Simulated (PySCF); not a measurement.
C7H7, charge +1, SMILES `[CH2+]c1ccccc1`.

Method: ωB97X/def2-SVP; geometry: GFN2-xTB; program: PySCF. No frequency check shows the geometry to be a minimum.

The calculation's input:

```python
import numpy as np
from pyscf import gto, scf, dft, lo
from pyscf.data.elements import chemcore

def solve(mol, dm0=None, hcore=None):
    mf = (dft.UKS if mol.spin else dft.RKS)(mol, xc='wb97x')
    mf.grids.level = 3
    mf = mf.density_fit(auxbasis='def2-universal-jkfit')
    mf.conv_tol, mf.max_cycle = 1e-8, 80
    if hcore is not None:
        mf.get_hcore = lambda *args: hcore
    mf.kernel(dm0)
    if not mf.converged:
        mf = mf.newton().run(mf.mo_coeff, mf.mo_occ, max_cycle=30)
    assert mf.converged, 'SCF not converged'
    return mf

mol = gto.M(atom='''
C     -2.35176     0.00006     0.00000
C     -0.98811    -0.00004     0.00000
C     -0.25093     1.23586     0.00000
C      1.11817     1.22158     0.00000
C      1.80482     0.00002     0.00000
C      1.11810    -1.22165     0.00000
C     -0.25100    -1.23585     0.00000
H     -2.91763    -0.92079     0.00000
H     -2.91758     0.92096     0.00000
H     -0.79865     2.16686     0.00000
H      1.67536     2.14641     0.00000
H      2.88621    -0.00002     0.00000
H      1.67524    -2.14650     0.00000
H     -0.79877    -2.16682     0.00000
''', basis='def2-svp', charge=1, spin=0, verbose=4)
mf = solve(mol)
occ_all = mf.mo_coeff[:, mf.mo_occ > 0]
occ = occ_all[:, chemcore(mol):]
bo = lo.Boys(mol, occ)
loc = bo.kernel()
for _ in range(5):
    new, stable = bo.stability(return_status=True)
    if stable:
        break
    loc = bo.kernel(new)
fock, s = mf.get_fock(), mf.get_ovlp()
ortho = lo.orth_ao(mol, 'meta_lowdin')
labels = mol.ao_labels(fmt=None)
vir = loc[:, :0]
both = np.hstack([loc, vir])
p = (ortho.T @ s @ both) ** 2
pop = np.array([p[[l[0] == a for l in labels]].sum(0) for a in range(mol.natm)])
spd = np.array([[p[[l[0] == a and l[2][-1] == k for l in labels]].sum(0) for k in 'spd'] for a in range(mol.natm)])
eps = np.einsum('pi,pq,qi->i', both, fock, both)
for i in np.argsort(eps):
    top = np.argsort(-pop[:, i])[:3]
    print('%3d %s %9.4f Eh ' % (i + 1, 'occ' if i < loc.shape[1] else 'vir', eps[i]), '  '.join('%s%d %.3f' % (mol.atom_symbol(a), a + 1, pop[a, i]) for a in top))
np.savez('result.npz', c=both, nocc=loc.shape[1], pop=pop, spd=spd, eps=eps, e=mf.e_tot)
```

Run with:

```sh
OMP_NUM_THREADS=1 python input.py
```

The run took 21 s on 1 thread of Intel(R) Xeon(R) Platinum 8259CL CPU @ 2.50GHz (Skylake/Cascade Lake), on a shared host, peak memory 0.57 GiB.

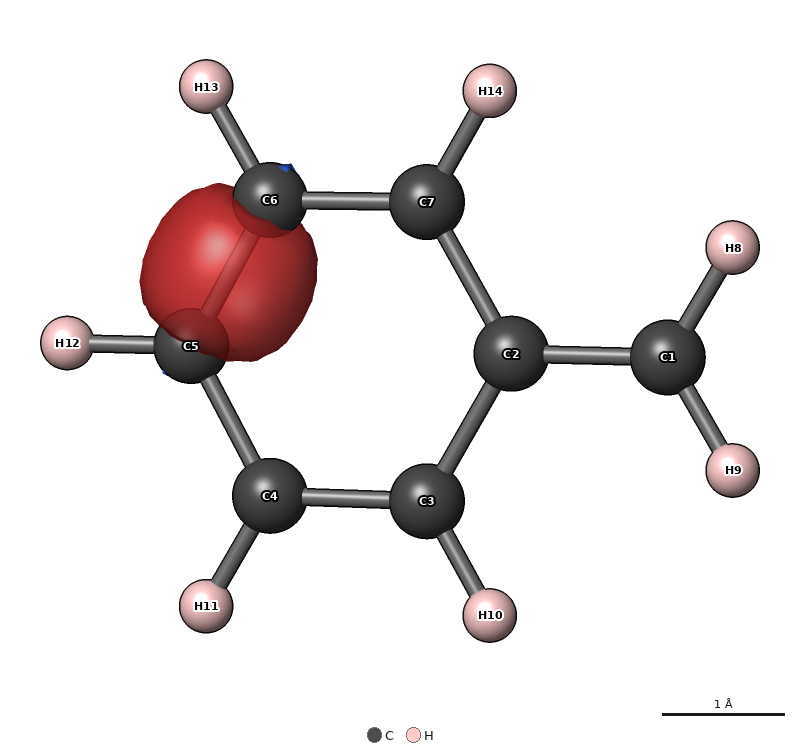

Foster–Boys orbitals, occupied; each surface holds about 70 % of the orbital's density. Energies are diagonal elements of the Fock matrix.

**What does this orbital represent?**

σ bond C5–C6 (C5 50 %, C6 49 %; −24.5 eV).

**How do all the valence pairs divide up?**

17 pairs: 11 σ bonds and 6 bent bonds.
